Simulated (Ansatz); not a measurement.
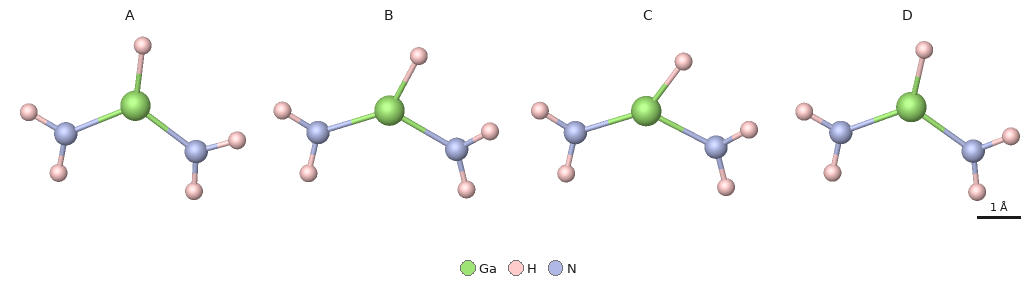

4 geometries from one relaxation of GaN2H5, in shuffled order. The picture is a ball-and-stick view, seen at a tilt.

The run prepares an end point of a later path (reaction) calculation, from a guessed geometry.

Method: RKS r2SCAN-D4/def2-SVP in Ansatz. Settings: no spin polarisation; force threshold 0.03 eV/Å; at most 50 steps.

Q: Put them in the order of the run, from the start to the converged end.

A: C, B, D, A. They are steps 0, 1, 3, 7, at +14.3 kcal/mol, +6.76 kcal/mol, +1.20 kcal/mol relative to the last. The energy falls by 14.3 kcal/mol in 7 geometry steps. Largest force component: 1.9 eV/Å at the start, 0.0041 eV/Å at the end. The atom that moves furthest after the best rigid fit is an H atom (0.67 Å). Largest moves by element: H 0.67 Å, N 0.22 Å, Ga 0.22 Å. Some distances before and after: Ga–N 1.873 → 1.813 Å, Ga–N 1.799 → 1.813 Å. Among the angles between lasting bonds that change: H–Ga–N 84.8° → 121.7°, H–Ga–N 145.3° → 121.7°, N–Ga–N 129.0° → 116.6°.
